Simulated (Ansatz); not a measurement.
# H₂O (singlet): B3LYP, CAM-B3LYP, wB97M-V over a scan of the angle H2–O1–H3, 6-31G

How well do these functionals follow the top wave-function level for H₂O (singlet) over a scan of the angle H2–O1–H3?

Method: 6-31G, all electrons in the functionals; program: Ansatz 0.2.0, Gaussian basis.

The runs, in order: B3LYP, CAM-B3LYP, wB97M-V, at 71.3°; 86.1°; 103.6°; 105.1°; 123.7°; 142.1°; 162.0°; 180.0°.

9 further runs of the same task are left out: 1 for a mislabelled method, 4 that didn't finish, 4 set aside as unsound or not needed.

## Step 1: The geometry

The geometry derives from a PBE0/def2-TZVP stationary point (not a proven minimum). One angle is set to the value named; bond lengths are kept.

3 atoms, charge 0, spin multiplicity 1.

Atoms are counted from 1 here; the program's logs count them from 0.

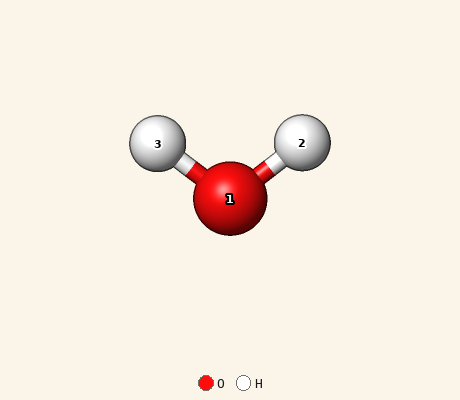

The structure; oxygen red, hydrogen white; atoms are numbered from 1 in the order of the file.

No dispersion term is added; wB97M-V holds VV10 nonlocal correlation. B3LYP takes the VWN-RPA correlation.

The geometry shown and the zero of energy belong to the point 105.1°. The yardstick, FCI, and other wave-function levels (R restricted, U unrestricted, valence and pair active spaces) come from earlier runs.

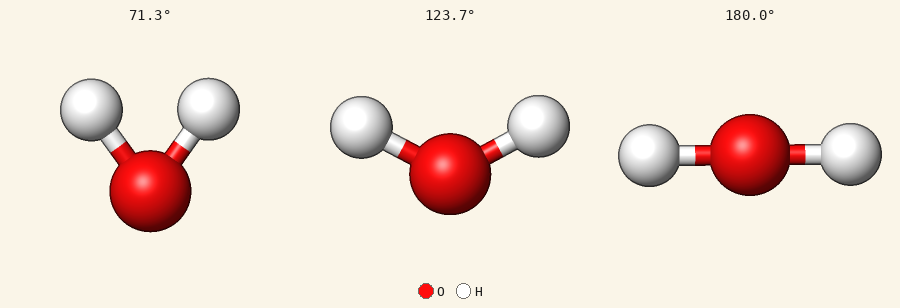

Three points of the scan; sticks are drawn by distance.

## Step 2: B3LYP, 71.3°

in.yaml

```yaml
crystal:
  periodic: [false, false, false]
  atoms:
    - {symbol: O, position_ang: [0.000000, -0.087248, 0.000000]}
    - {symbol: H, position_ang: [0.000000, 0.692459, -0.559245]}
    - {symbol: H, position_ang: [0.000000, 0.692459, 0.559245]}
basis:
  gaussian: {orbitals: 6-31G}
hamiltonian: {xc: {name: B3LYP}}
```

Command:

```
ansatz run in.yaml --threads 1 --pin off --events-out ev --progress --plain --max-ram 2393MiB
```

Further steps of the session: B3LYP, 86.1°; B3LYP, 103.6°; B3LYP, 105.1°; B3LYP, 123.7°; B3LYP, 142.1°; B3LYP, 162.0°; B3LYP, 180.0°; CAM-B3LYP, 71.3°; CAM-B3LYP, 86.1°; CAM-B3LYP, 103.6°; CAM-B3LYP, 105.1°; CAM-B3LYP, 123.7°; CAM-B3LYP, 142.1°; CAM-B3LYP, 162.0°; CAM-B3LYP, 180.0°; wB97M-V, 71.3°; wB97M-V, 86.1°; wB97M-V, 103.6°; wB97M-V, 105.1°; wB97M-V, 123.7°; wB97M-V, 142.1°; wB97M-V, 162.0°; wB97M-V, 180.0°.

Q: Predict the results of all the runs planned. Wanted: span of the FCI curve; largest miss, B3LYP; largest miss, CAM-B3LYP; largest miss, wB97M-V.

The runs gave:

```
               quantity                   value
  span of the FCI curve           29.7 kcal/mol
    largest miss, B3LYP  -4.5 kcal/mol (180.0°)
largest miss, CAM-B3LYP  -5.7 kcal/mol (180.0°)
  largest miss, wB97M-V  -4.5 kcal/mol (180.0°)
```

Of the functionals, B3LYP and wB97M-V keep the smallest largest miss at the points compared (at most 4.5 kcal/mol) and CAM-B3LYP strays most (5.7 kcal/mol, at 180.0°). Functionals and the yardstick converge differently with the basis, so part of each miss in 6-31G is the basis.
